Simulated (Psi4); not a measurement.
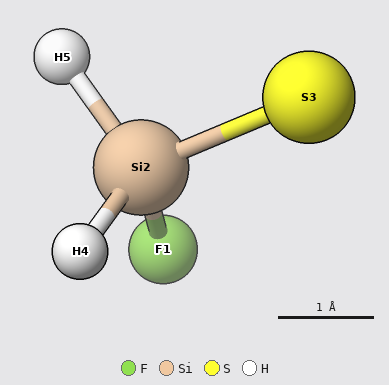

Figure 1. The structure (ball-and-stick view, seen at a tilt; atoms are numbered from 1 in the order of the input).

## Excited-state calculation, with input and output: SiH₂SF (part 1 of 2)

System: SiH₂SF, multiplicity 4.
Method: EOM-CCSD/DZVP, UHF (Psi4 1.11).

The geometry is that of the parent species in another charge or spin state. The geometry comes from this level: PBE0-D4/def2-TZVP.

The input (calc.in):
```
memory 1600 MB

molecule system {
  0 4
  F
  Si 1 1.595634
  S 2 2.098544 1 114.00783
  H 2 1.481782 1 107.41437 3 -118.89787
  H 2 1.481723 4 113.30063 1 118.46431
  symmetry c1
  no_reorient
  no_com
}

set {
  basis           DZVP
  reference       uhf
  freeze_core     true
  scf_type        pk
  roots_per_irrep [2]
}

energy('eom-ccsd')
```

Hardware: 1 thread of Intel Xeon (Granite Rapids), 192 GiB of memory available, shared host.

Launch command:
```bash
psi4 -n 1 calc.in calc.out
```

The program's output:
```
Psi4 1.11 release

   => Loading Basis Set <=

    Name: DZVP
    Role: ORBITAL
    Keyword: BASIS

         ---------------------------------------------------------
                                   SCF
                              UHF Reference
                        1 Threads,   1525 MiB Core
         ---------------------------------------------------------

  ==> Geometry <==

    Molecular point group: c1
    Full point group: C1

    Geometry (in Angstrom), charge = 0, multiplicity = 4:

       Center              X                  Y                   Z               Mass
    ------------   -----------------  -----------------  -----------------  -----------------
         F            0.000001501115     0.740005908200    -1.569420442364    18.998403162730
         SI           0.000001501115     0.740005908200     0.026213557636    27.976926534650
         S            0.000001501115    -1.176992766585     0.880030283174    31.972071174400
         H           -1.237812521426     1.423255921463     0.469681437535     1.007825032230
         H            1.237694932460     1.423344329170     0.469684662849     1.007825032230

  Running in c1 symmetry.

  Rotational constants: A =      0.73787  B =      0.13023  C =      0.11537 [cm^-1]
  Rotational constants: A =  22120.75179  B =   3904.11635  C =   3458.70423 [MHz]
  Nuclear repulsion =  142.643692363830155

  Charge       = 0
  Multiplicity = 4
  Electrons    = 41
  Nalpha       = 22
  Nbeta        = 19

  ==> Algorithm <==

  SCF Algorithm Type is PK.
  DIIS enabled.
  MOM disabled.
  Fractional occupation disabled.
  Guess Type is SAD.
  Energy threshold   = 1.00e-08
  Density threshold  = 1.00e-08
  Integral threshold = 1.00e-12

  ==> Primary Basis <==

  Basis Set: DZVP
    Blend: DZVP
    Number of shells: 26
    Number of basis functions: 54
    Number of Cartesian functions: 57
    Spherical Harmonics?: true
    Max angular momentum: 2

  ==> Integral Setup <==

  Using in-core PK algorithm.
   Calculation information:
      Number of atoms:                   5
      Number of AO shells:              26
      Number of primitives:             67
      Number of atomic orbitals:        57
      Number of basis functions:        54

      Integral cutoff                 1.00e-12
      Number of threads:                 1

  Performing in-core PK
  Using 2206710 doubles for integral storage.
  We computed 57384 shell quartets total.
  Whereas there are 61776 unique shell quartets.

  ==> DiskJK: Disk-Based J/K Matrices <==

    J tasked:                  Yes
    K tasked:                  Yes
    wK tasked:                  No
    Memory [MiB]:             1144
    Schwarz Cutoff:          1E-12

  Minimum eigenvalue in the overlap matrix is 1.7784723342E-02.
  Reciprocal condition number of the overlap matrix is 4.5584459445E-03.
    Using symmetric orthogonalization.

  ==> Pre-Iterations <==

  SCF Guess: Superposition of Atomic Densities via on-the-fly atomic UHF (no occupation information).

   -------------------------
    Irrep   Nso     Nmo
   -------------------------
     A         54      54
   -------------------------
    Total      54      54
   -------------------------

  ==> Iterations <==

                        Total Energy        Delta E     RMS |[F,P]|

   @UHF iter SAD:  -786.25458969951535   -7.86255e+02   0.00000e+00
   @UHF iter   1:  -786.65692802366891   -4.02338e-01   7.17541e-03 DIIS/ADIIS
   @UHF iter   2:  -786.71890068166419   -6.19727e-02   5.28494e-03 DIIS/ADIIS
   @UHF iter   3:  -786.75162139561974   -3.27207e-02   8.98522e-04 DIIS/ADIIS
   @UHF iter   4:  -786.75799232544159   -6.37093e-03   4.44286e-04 DIIS/ADIIS
   @UHF iter   5:  -786.76055860037195   -2.56627e-03   2.76272e-04 DIIS/ADIIS
   @UHF iter   6:  -786.76201672019829   -1.45812e-03   2.10903e-04 DIIS/ADIIS
   @UHF iter   7:  -786.76344600052448   -1.42928e-03   1.93644e-04 DIIS/ADIIS
   @UHF iter   8:  -786.76424836462297   -8.02364e-04   1.93287e-04 DIIS/ADIIS
   @UHF iter   9:  -786.76472772972716   -4.79365e-04   1.93876e-04 DIIS/ADIIS
   @UHF iter  10:  -786.76334664684043    1.38108e-03   1.88446e-04 DIIS/ADIIS
   @UHF iter  11:  -786.75832144156016    5.02521e-03   3.16009e-04 DIIS/ADIIS
   @UHF iter  12:  -786.75814378887401    1.77653e-04   3.73273e-04 DIIS/ADIIS
   @UHF iter  13:  -786.75806302773174    8.07611e-05   1.21437e-04 DIIS/ADIIS
   @UHF iter  14:  -786.75701552266094    1.04751e-03   1.93389e-04 DIIS/ADIIS
   @UHF iter  15:  -786.75681995992068    1.95563e-04   2.72453e-04 DIIS/ADIIS
   @UHF iter  16:  -786.75708983037009   -2.69870e-04   1.01832e-04 DIIS/ADIIS
   @UHF iter  17:  -786.75704671659264    4.31138e-05   1.15949e-04 DIIS/ADIIS
   @UHF iter  18:  -786.75706479461110   -1.80780e-05   8.90863e-05 DIIS
   @UHF iter  19:  -786.75707304381012   -8.24920e-06   7.50366e-05 DIIS
   @UHF iter  20:  -786.75708738557387   -1.43418e-05   2.90414e-05 DIIS
   @UHF iter  21:  -786.75708933921089   -1.95364e-06   7.76490e-06 DIIS
   @UHF iter  22:  -786.75708944891880   -1.09708e-07   3.65707e-06 DIIS
   @UHF iter  23:  -786.75708953076287   -8.18441e-08   7.22614e-07 DIIS
   @UHF iter  24:  -786.75708952161369    9.14918e-09   4.02860e-07 DIIS
   @UHF iter  25:  -786.75708951610670    5.50699e-09   9.43671e-08 DIIS
   @UHF iter  26:  -786.75708951607623    3.04681e-11   3.10540e-08 DIIS
   @UHF iter  27:  -786.75708951608806   -1.18234e-11   1.41450e-08 DIIS
   @UHF iter  28:  -786.75708951609283   -4.77485e-12   5.99625e-09 DIIS
  Energy and wave function converged.

  ==> Post-Iterations <==

   @Spin Contamination Metric:   1.539353751E-02
   @S^2 Expected:                3.750000000E+00
   @S^2 Observed:                3.765393538E+00
   @S   Expected:                1.500000000E+00
   @S   Observed:                1.500000000E+00

    Orbital Energies [Eh]
    ---------------------

    Alpha Occupied:

       1A    -92.148964     2A    -68.843956     3A    -26.238209
       4A     -9.137363     5A     -6.842304     6A     -6.841066
       7A     -6.820140     8A     -6.177750     9A     -4.297891
      10A     -4.293823    11A     -4.291735    12A     -1.577588
      13A     -1.152318    14A     -0.770102    15A     -0.666236
      16A     -0.658671    17A     -0.657508    18A     -0.613949
      19A     -0.603751    20A     -0.539662    21A     -0.476787
      22A     -0.096681

    Alpha Virtual:

      23A      0.102153    24A      0.176677    25A      0.196941
      26A      0.295218    27A      0.308530    28A      0.313458
      29A      0.345951    30A      0.363055    31A      0.376077
      32A      0.415712    33A      0.682478    34A      0.696216
      35A      0.702829    36A      0.796595    37A      0.796993
      38A      0.815375    39A      0.829944    40A      0.929329
      41A      0.988890    42A      0.995582    43A      1.069867
      44A      1.110450    45A      1.112614    46A      1.349998
      47A      1.409683    48A      1.419073    49A      2.195486
      50A      2.592148    51A      2.592720    52A      2.725709
      53A      2.727705    54A      3.260930

    Beta Occupied:

       1A    -92.126969     2A    -68.842253     3A    -26.234312
       4A     -9.115338     5A     -6.808954     6A     -6.791095
       7A     -6.789524     8A     -6.175663     9A     -4.294148
      10A     -4.290742    11A     -4.287867    12A     -1.563532
      13A     -0.952705    14A     -0.739447    15A     -0.648896
      16A     -0.645366    17A     -0.614090    18A     -0.509534
      19A     -0.475110

    Beta Virtual:

      20A     -0.100872    21A     -0.094930    22A      0.129830
      23A      0.166098    24A      0.198520    25A      0.230458
      26A      0.327344    27A      0.332102    28A      0.346255
      29A      0.384063    30A      0.439202    31A      0.449986
      32A      0.492330    33A      0.728104    34A      0.735152
      35A      0.754817    36A      0.839671    37A      0.851738
      38A      0.950750    39A      0.975152    40A      0.977199
      41A      1.041234    42A      1.062293    43A      1.095787
      44A      1.122758    45A      1.133201    46A      1.374742
      47A      1.423043    48A      1.443414    49A      2.203874
      50A      2.592503    51A      2.593106    52A      2.729005
      53A      2.731144    54A      3.266028

    Final Occupation by Irrep:
              A
    DOCC [    19 ]
    SOCC [     3 ]
    NA   [    22 ]
    NB   [    19 ]

  @UHF Final Energy:  -786.75708951609283

   => Energetics <=

    Nuclear Repulsion Energy =            142.6436923638301550
    One-Electron Energy =               -1373.1495638811661593
    Two-Electron Energy =                 443.7487820012430575
    Total Energy =                       -786.7570895160928330

  UHF NO Occupations:
  HONO-2 :   20  A 1.0000000
  HONO-1 :   21  A 1.0000000
  HONO-0 :   22  A 1.0000000
  LUNO+0 :   23  A 0.0057562
  LUNO+1 :   24  A 0.0009774
  LUNO+2 :   25  A 0.0005456
  LUNO+3 :   26  A 0.0003144

Computation Completed

Properties will be evaluated at   0.000000,   0.000000,   0.000000 [a0]

Properties computed using the SCF density matrix

 Multipole Moments:

 ------------------------------------------------------------------------------------
     Multipole            Electronic (a.u.)      Nuclear  (a.u.)        Total (a.u.)
 ------------------------------------------------------------------------------------

 L = 1.  Multiply by 2.5417464519 to convert [e a0] to [Debye]
 Dipole X            :          0.0001707           -0.0001116            0.0000591
 Dipole Y            :         -3.9990676            1.9555866           -2.0434810
 Dipole Z            :         -1.1861959            2.3849411            1.1987452
 Magnitude           :                                                    2.3691358

 ------------------------------------------------------------------------------------

	total time  =          1 seconds =       0.02 minutes
 MINTS: Wrapper to libmints.

   Calculation information:
      Number of threads:                 1
      Number of atoms:                   5
      Number of AO shells:              26
      Number of SO shells:              26
      Number of primitives:             67
      Number of atomic orbitals:        57
      Number of basis functions:        54

      Number of irreps:                  1
      Integral cutoff                 1.00e-12
      Number of functions per irrep: [  54 ]

 OEINTS: Overlap, kinetic, potential, dipole, and quadrupole integrals
         stored in file 35.

      Computing two-electron integrals...done
      Computed 631577 non-zero two-electron integrals.
        Stored in file 33.

	Wfn Parameters:
	--------------------
	Wavefunction         = CCSD
	Number of irreps     = 1
	Number of MOs        = 54
	Number of active MOs = 43
	AO-Basis             = NONE
	Semicanonical        = false
	Reference            = UHF
	Print Level          = 1

	IRREP	# MOs	# FZDC	# DOCC	# SOCC	# VIRT	# FZVR
	-----	-----	------	------	------	------	------
	 A	   54	    11	    8	    3	    32	    0
	Transforming integrals...
	IWL integrals will be deleted.
	(OO|OO)...
	Presorting SO-basis two-electron integrals.
	Sorting File: SO Ints (nn|nn) nbuckets = 1
	Constructing frozen core operators
	Starting AA/AB first half-transformation.
	Sorting AA/AB half-transformed integrals.
	Starting BB first half-transformation.
	Sorting BB half-transformed integrals.
	First half integral transformation complete.
	Starting AA second half-transformation.
	Starting AB second half-transformation.
	Starting BB second half-transformation.
	Two-electron integral transformation complete.
	(OO|OV)...
	Starting AA second half-transformation.
	Starting AB second half-transformation.
	Starting BB second half-transformation.
	Two-electron integral transformation complete.
	(OO|VV)...
	Starting AA second half-transformation.
	Starting AB second half-transformation.
	Starting BB second half-transformation.
	Two-electron integral transformation complete.
	(OV|OO)...
	Starting AA/AB first half-transformation.
	Sorting AA/AB half-transformed integrals.
	Starting BB first half-transformation.
	Sorting BB half-transformed integrals.
	First half integral transformation complete.
	Starting AA second half-transformation.
	Starting AB second half-transformation.
	Starting BB second half-transformation.
	Two-electron integral transformation complete.
	(OV|OV)...
	Starting AA second half-transformation.
	Starting AB second half-transformation.
	Starting BB second half-transformation.
	Two-electron integral transformation complete.
	(OV|VV)...
	Starting AA second half-transformation.
	Starting AB second half-transformation.
	Starting BB second half-transformation.
	Two-electron integral transformation complete.
	(VV|OO)...
	Starting AA/AB first half-transformation.
	Sorting AA/AB half-transformed integrals.
	Starting BB first half-transformation.
	Sorting BB half-transformed integrals.
	First half integral transformation complete.
	Starting AA second half-transformation.
	Starting AB second half-transformation.
	Starting BB second half-transformation.
	Two-electron integral transformation complete.
	(VV|OV)...
	Starting AA second half-transformation.
	Starting AB second half-transformation.
	Starting BB second half-transformation.
	Two-electron integral transformation complete.
	(VV|VV)...
	Starting AA second half-transformation.
	Starting AB second half-transformation.
	Starting BB second half-transformation.
	Two-electron integral transformation complete.
	Frozen core energy     =   -859.97367183607992

	Size of irrep 0 of <AB|CD> integrals:      0.246 (MW) /      1.968 (MB)
	Total:                                     0.246 (MW) /      1.968 (MB)

	Size of irrep 0 of <ab|cd> integrals:      0.354 (MW) /      2.832 (MB)
	Total:                                     0.354 (MW) /      2.832 (MB)

	Size of irrep 0 of <Ab|Cd> integrals:      1.254 (MW) /     10.035 (MB)
	Total:                                     1.254 (MW) /     10.035 (MB)

	Size of irrep 0 of <IA|BC> integrals:      0.360 (MW) /      2.884 (MB)
	Total:                                     0.360 (MW) /      2.884 (MB)

	Size of irrep 0 of <ia|bc> integrals:      0.343 (MW) /      2.744 (MB)
	Total:                                     0.343 (MW) /      2.744 (MB)

	Size of irrep 0 of <Ia|Bc> integrals:      0.431 (MW) /      3.450 (MB)
	Total:                                     0.431 (MW) /      3.450 (MB)

	Size of irrep 0 of <iA|bC> integrals:      0.287 (MW) /      2.294 (MB)
	Total:                                     0.287 (MW) /      2.294 (MB)

	Size of irrep 0 of tIjAb amplitudes:       0.099 (MW) /      0.788 (MB)
	Total:                                     0.099 (MW) /      0.788 (MB)

	Nuclear Rep. energy          =    142.64369236383016
	SCF energy                   =   -786.75708951609283
	One-electron energy          =   -124.89228642894832
	Two-electron (AA) energy     =     15.46543381206893
	Two-electron (BB) energy     =      8.99205250404102
	Two-electron (AB) energy     =     31.00769006899540
	Two-electron energy          =     55.46517638510535
	Reference energy             =   -786.75708951609272

	total time  =          0 seconds =       0.00 minutes
            **************************
            *                        *
            *        CCENERGY        *
            *                        *
            **************************

    Nuclear Rep. energy (wfn)     =  142.643692363830155
    SCF energy          (wfn)     = -786.757089516092833
    Reference energy    (file100) = -786.757089516092719

    Input parameters:
    -----------------
    Wave function   =     CCSD
    Reference wfn   =     UHF
    Brueckner       =     No
    Memory (Mbytes) =     1600.0
    Maxiter         =     50
    R_Convergence   =     1.0e-07
    E_Convergence   =     1.0e-06
    Restart         =     Yes
    DIIS            =     Yes
    AO Basis        =     NONE
    ABCD            =     NEW
    Cache Level     =     2
    Cache Type      =     LRU
    Print Level     =     1
    Num. of threads =     1
    # Amps to Print =     10
    Print MP2 Amps? =     No
    Analyze T2 Amps =     No
    Print Pair Ener =     No
    Local CC        =     No
    SCS-MP2         =     False
    SCSN-MP2        =     False
    SCS-CCSD        =     False
```
